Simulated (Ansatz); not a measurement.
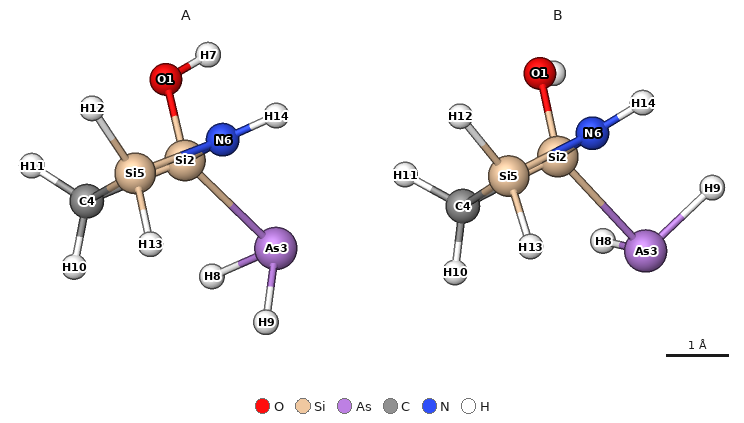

The two relaxed end points of a path for CH$_{8}$AsNOSi$_{2}$. The picture is a ball-and-stick view, seen from a free direction.

These are results of RHF/def2-SVP (Ansatz 0.2.0), not measurements.

Settings: 9 movable images; climbing image; force threshold 0.03 eV/Å; iteration limit 48.

Start:
```xyz
14

O    -1.9689   -0.1336    1.1454
Si   -0.7291   -0.0762    0.0553
As   -1.5787   -0.9471   -1.9915
C     0.8795   -0.7122    0.8122
Si    1.5732    1.0372    0.5365
N     0.0322    1.4674   -0.1662
H    -2.8517    0.0873    0.8952
H    -1.6606   -2.3806   -1.5263
H    -0.2320   -1.0888   -2.6555
H     1.3867   -1.5056    0.2615
H     0.7748   -1.0179    1.8549
H     1.9393    1.7913    1.7588
H     2.7219    1.1227   -0.3972
H    -0.2997    2.3269   -0.5543
```

End:
```xyz
14

O    -1.9622    0.0024    0.7948
Si   -0.5456   -0.1011   -0.0462
As   -0.8749   -1.3034   -2.0849
C     0.9571   -0.6640    0.9598
Si    1.6760    1.0681    0.6392
N     0.2242    1.4313   -0.2634
H    -2.6977   -0.5366    0.5551
H    -1.7552   -2.3770   -1.4826
H    -2.0334   -0.4524   -2.5555
H     1.5353   -1.4936    0.5495
H     0.7256   -0.8786    2.0051
H     1.8956    1.9145    1.8357
H     2.9247    1.0944   -0.1585
H    -0.0826    2.2666   -0.7193
```

What barrier does the band find between them, and by what path?

Answer. The highest point, image 4, lies 1.09 eV above the start and 1.08 eV above the end; the end is at +0.02 eV relative to the start. The motion is an umbrella inversion at As3. No bond forms or breaks between the ends. Bond angles that change up to the highest image, for instance: Si2–As3–H8 95.8° → 125.3°, Si2–As3–H9 95.4° → 123.4°. The band converged in 17 iterations. The largest component of the band force went from 13 to 0.024 eV/Å. The climbing image converged on the top of the path. Its vibrational analysis gives one imaginary mode (703i cm⁻¹), as a transition state must have.

Energies of the converged images:

| image | path (Å) | E (eV) |
| --- | --- | --- |
| 0 | 0.00 | 0.000 |
| 1 | 0.42 | 0.025 |
| 2 | 0.84 | 0.113 |
| 3 | 1.26 | 0.525 |
| 4 | 1.68 | 1.094 |
| 5 | 2.13 | 0.464 |
| 6 | 2.57 | 0.076 |
| 7 | 3.01 | 0.038 |
| 8 | 3.45 | 0.025 |
| 9 | 3.90 | 0.018 |
| 10 | 4.34 | 0.015 |

The geometry at the top of the path:

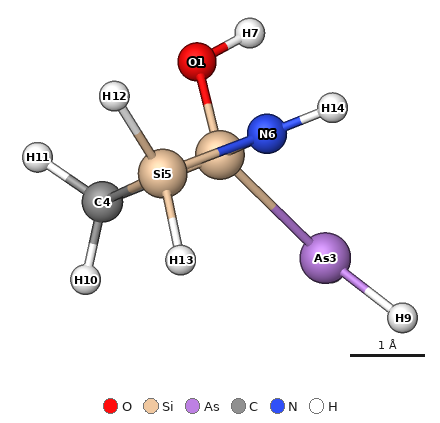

Limits of the set-up: Hartree-Fock leaves out electron correlation.
